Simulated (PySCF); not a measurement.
## C₅H₄F₂N₂: a changed input and its effect

System: C₅H₄F₂N₂.
Method of the first run: GIAO PBE0/pcSseg-1 NMR shielding, non-relativistic, gas phase (PySCF 2.14.0).

The geometry comes from this level: GFN2-xTB, MD frame at 250 fs, 200 K. Text and figures count atoms from 1; the logs count them from 0 in places.

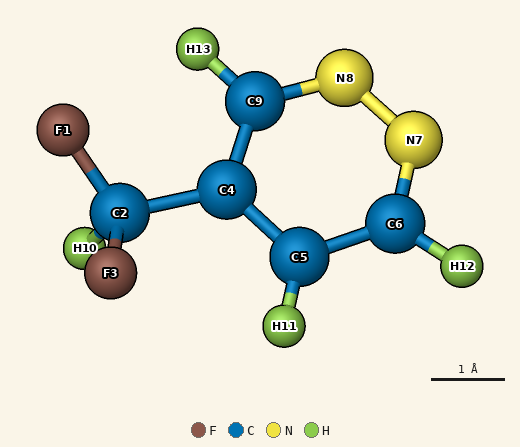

Fig. 1: The input geometry (ball-and-stick view, seen at a tilt; atoms are numbered from 1 in the order of the input).

**Input, the first run**
```
{"job": {"kind": "nmr", "xc": "PBE0", "basis": "pcSseg-1", "pop": false}, "charge": 0, "multiplicity": 1}
F      2.303000     0.693200     0.731700
C      1.561300    -0.417900     0.317200
F      2.040800    -0.914400    -0.832100
C      0.081100    -0.102700     0.134800
C     -0.751300    -0.874500    -0.672300
C     -2.094300    -0.437300    -0.759000
N     -2.545900     0.534000    -0.047100
N     -1.778400     1.217800     0.788600
C     -0.508700     0.932700     0.836300
H      1.769700    -1.174700     1.159000
H     -0.386700    -1.690500    -1.223400
H     -2.850300    -0.875700    -1.480700
H      0.136000     1.517000     1.509100
```

The first line tells a small driver script what to run in PySCF; the rest is the geometry in Å.

Command:
```bash
OMP_NUM_THREADS=1 python <driver script> task.json out
```

Hardware: 1 CPU thread, shared host.

**Output (the first run)**
```
coarse grid: 12208 points
cycle   1  E = -501.3260361958  dE =  1.625e+00  |g| = 7.140e-01  |ddm| = 3.592e+00
cycle   2  E = -501.2295176214  dE =  9.652e-02  |g| = 1.073e+00  |ddm| = 1.411e+00
cycle   3  E = -501.4143462671  dE = -1.848e-01  |g| = 1.095e-01  |ddm| = 8.727e-01
cycle   4  E = -501.4155527631  dE = -1.206e-03  |g| = 7.719e-02  |ddm| = 1.425e-01
cycle   5  E = -501.4170067591  dE = -1.454e-03  |g| = 1.312e-02  |ddm| = 9.408e-02
cycle   6  E = -501.4170363153  dE = -2.956e-05  |g| = 6.158e-03  |ddm| = 1.797e-02
cycle   7  E = -501.4170439737  dE = -7.658e-06  |g| = 1.262e-03  |ddm| = 5.452e-03
final grid: 122720 points
cycle   8  E = -501.4801639803  dE = -3.771e-05  |g| = 7.093e-03  |ddm| = 3.872e-02
cycle   9  E = -501.4801552554  dE =  8.725e-06  |g| = 9.917e-03  |ddm| = 1.756e-02
cycle  10  E = -501.4801749769  dE = -1.972e-05  |g| = 1.642e-03  |ddm| = 9.603e-03
cycle  11  E = -501.4801755804  dE = -6.035e-07  |g| = 5.211e-04  |ddm| = 1.930e-03
cycle  12  E = -501.4801756382  dE = -5.780e-08  |g| = 1.704e-04  |ddm| = 6.534e-04
cycle  13  E = -501.4801756432  dE = -5.020e-09  |g| = 4.048e-05  |ddm| = 1.718e-04
cycle  14  E = -501.4801756435  dE = -2.932e-10  |g| = 1.936e-05  |ddm| = 5.205e-05
converged SCF energy = -501.4801756435

GIAO shielding tensors (ppm)
atom      isotropic    diamagn.    paramagn.     s11        s22        s33       span
  0 F      302.391     472.637    -170.246    190.246    345.626    371.300    181.054
  1 C       61.560     235.140    -173.580     39.218     63.423     82.039     42.821
  2 F      309.292     472.182    -162.890    215.628    325.773    386.475    170.847
  3 C       47.244     267.644    -220.399    -59.803     37.904    163.632    223.436
  4 C       60.169     251.155    -190.986    -54.581     45.492    189.596    244.176
  5 C       33.043     251.135    -218.093    -90.041     44.969    144.201    234.242
  6 N     -206.898     321.501    -528.399   -665.721   -212.011    257.039    922.760
  7 N     -195.609     320.536    -516.146   -633.305   -205.172    251.648    884.953
  8 C       35.365     246.864    -211.499    -89.208     39.803    155.499    244.707
  9 H       23.718      26.019      -2.301     20.606     23.662     26.885      6.280
 10 H       24.662      32.984      -8.322     21.452     21.849     30.685      9.233
 11 H       21.231      26.595      -5.364     17.826     19.544     26.324      8.498
 12 H       21.836      29.693      -7.858     17.807     18.824     28.877     11.070
```

For the second run the input was changed thus:
```diff
-F      2.303000     0.693200     0.731700
-C      1.561300    -0.417900     0.317200
-F      2.040800    -0.914400    -0.832100
-C      0.081100    -0.102700     0.134800
-C     -0.751300    -0.874500    -0.672300
-C     -2.094300    -0.437300    -0.759000
-N     -2.545900     0.534000    -0.047100
-N     -1.778400     1.217800     0.788600
-C     -0.508700     0.932700     0.836300
-H      1.769700    -1.174700     1.159000
-H     -0.386700    -1.690500    -1.223400
-H     -2.850300    -0.875700    -1.480700
-H      0.136000     1.517000     1.509100
+F      1.633200    -0.335900     1.333700
+C      1.040600    -0.999900     0.371100
+F      1.717100    -0.735600    -0.770000
+C     -0.402900    -0.515600     0.151500
+C     -1.034900    -0.452300    -1.063200
+C     -2.359300     0.004100    -1.052900
+N     -2.972700     0.398700     0.069600
+N     -2.360300     0.220900     1.207200
+C     -1.085800    -0.123800     1.291700
+H      1.090600    -2.036400     0.543400
+H     -0.573900    -0.791700    -2.000700
+H     -2.913900     0.069900    -1.961500
+H     -0.664900    -0.049100     2.264500
```

How does the second run compare with the first run?

With the same method and basis, the second run lies 0.43 kcal/mol lower. The HOMO goes from −7.11 to −6.85 eV. The LUMO goes from −2.07 to −1.81 eV. The dipole moment goes from 3.45 to 3.32 D. Of all shieldings, the largest change is that of N8, by −40.8 ppm. The number of SCF iterations is the same.

**Output (the second run)**
```
coarse grid: 12208 points
cycle   1  E = -501.3394480990  dE =  1.745e+00  |g| = 6.769e-01  |ddm| = 3.635e+00
cycle   2  E = -501.2826022207  dE =  5.685e-02  |g| = 9.308e-01  |ddm| = 1.286e+00
cycle   3  E = -501.4157400850  dE = -1.331e-01  |g| = 9.625e-02  |ddm| = 7.464e-01
cycle   4  E = -501.4165820023  dE = -8.419e-04  |g| = 6.769e-02  |ddm| = 1.215e-01
cycle   5  E = -501.4177114500  dE = -1.129e-03  |g| = 1.150e-02  |ddm| = 8.406e-02
cycle   6  E = -501.4177358763  dE = -2.443e-05  |g| = 5.345e-03  |ddm| = 1.638e-02
cycle   7  E = -501.4177416271  dE = -5.751e-06  |g| = 9.698e-04  |ddm| = 4.760e-03
final grid: 122720 points
cycle   8  E = -501.4808442750  dE = -4.586e-05  |g| = 6.826e-03  |ddm| = 4.047e-02
cycle   9  E = -501.4808398862  dE =  4.389e-06  |g| = 8.625e-03  |ddm| = 1.627e-02
cycle  10  E = -501.4808543617  dE = -1.448e-05  |g| = 1.612e-03  |ddm| = 8.794e-03
cycle  11  E = -501.4808549284  dE = -5.667e-07  |g| = 4.777e-04  |ddm| = 1.888e-03
cycle  12  E = -501.4808549783  dE = -4.989e-08  |g| = 1.534e-04  |ddm| = 6.184e-04
cycle  13  E = -501.4808549824  dE = -4.121e-09  |g| = 3.684e-05  |ddm| = 1.552e-04
cycle  14  E = -501.4808549827  dE = -2.602e-10  |g| = 1.606e-05  |ddm| = 5.126e-05
converged SCF energy = -501.4808549827

GIAO shielding tensors (ppm)
atom      isotropic    diamagn.    paramagn.     s11        s22        s33       span
  0 F      331.253     472.230    -140.977    244.658    342.185    406.916    162.258
  1 C       72.947     233.310    -160.363     52.942     70.794     95.105     42.164
  2 F      324.530     474.460    -149.930    222.719    356.895    393.977    171.258
  3 C       50.103     268.955    -218.852    -42.994     28.148    165.155    208.149
  4 C       62.706     249.838    -187.132    -47.555     49.981    185.692    233.248
  5 C       25.894     251.289    -225.394   -110.194     34.840    153.037    263.231
  6 N     -218.164     320.330    -538.494   -683.694   -222.617    251.819    935.512
  7 N     -236.376     321.010    -557.385   -746.251   -221.040    258.163   1004.414
  8 C       33.742     246.050    -212.308    -99.542     46.211    154.557    254.098
  9 H       25.815      28.070      -2.255     23.212     25.834     28.399      5.187
 10 H       23.914      31.228      -7.314     19.967     22.479     29.297      9.329
 11 H       21.949      28.812      -6.863     17.437     20.387     28.022     10.585
 12 H       21.760      30.602      -8.842     16.898     19.036     29.345     12.447
```

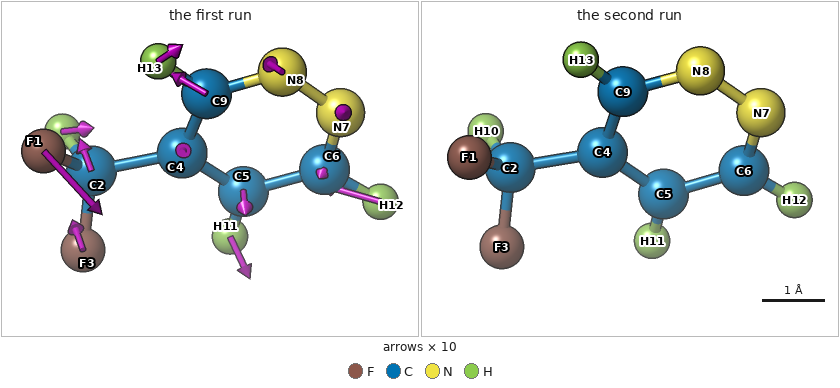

Fig. 2: The two input geometries at one scale (ball-and-stick view, seen at a tilt). The pink arrows on the first give the shifts of the atoms after the best rigid fit, magnified 10 times. The largest move after the best rigid fit is that of F1, 0.14 Å. Largest moves by element: F 0.14 Å, H 0.11 Å, C 0.08 Å, N 0.08 Å. Among the contacts that change: C2–H10 1.151 → 1.052 Å, F1–C2 1.399 → 1.311 Å, C6–H12 1.133 → 1.067 Å, C6–N7 1.286 → 1.339 Å.

**The two runs side by side**

```csv
quantity,the first run,the second run
outcome,converged,converged
total energy (hartree),−501.480176,−501.480855
HOMO (eV),−7.11,−6.85
LUMO (eV),−2.07,−1.81
dipole moment (D),3.45,3.32
shielding of F1 (ppm),302.4,331.3
shielding of C2 (ppm),61.6,72.9
shielding of F3 (ppm),309.3,324.5
shielding of C4 (ppm),47.2,50.1
shielding of C6 (ppm),33.0,25.9
shielding of N7 (ppm),−206.9,−218.2
shielding of N8 (ppm),−195.6,−236.4
SCF iterations,14,14
basis functions,173,173
wall time (shared host),30 s,30 s
```
